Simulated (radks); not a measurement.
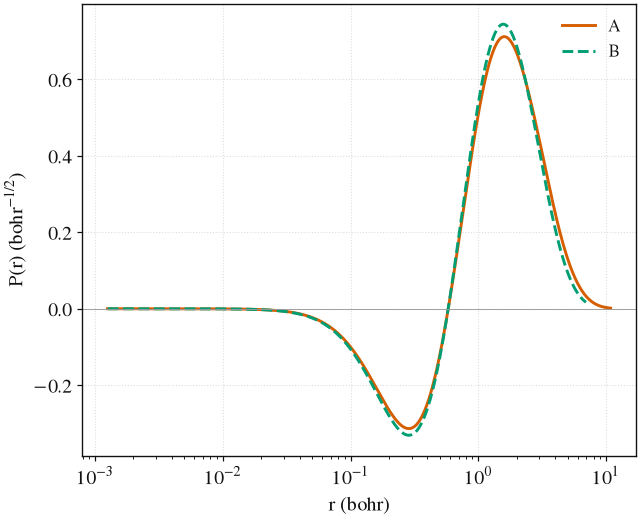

Two charge states of zirconium were computed: Zr²⁺ in [Kr] 4d2 (high spin); Zr⁺ in [Kr] 4d2 5s1 (high spin). All numbers are computed, not measured: scalar-relativistic Kohn-Sham, PBE, spin-polarised, spherical densities, point nucleus (the in-house radial solver radks).

The plot shows P(r) = r R(r) of the 4d up orbital in both runs (large components where relativistic).

Assign A and B.

A is Zr⁺ in [Kr] 4d2 5s1 (high spin) (⟨r⟩ = 2.13 bohr, eigenvalue −10.6 eV); B is Zr²⁺ in [Kr] 4d2 (high spin) (⟨r⟩ = 2.00 bohr, eigenvalue −17.9 eV). Fewer electrons screen less, so the orbital shrinks.
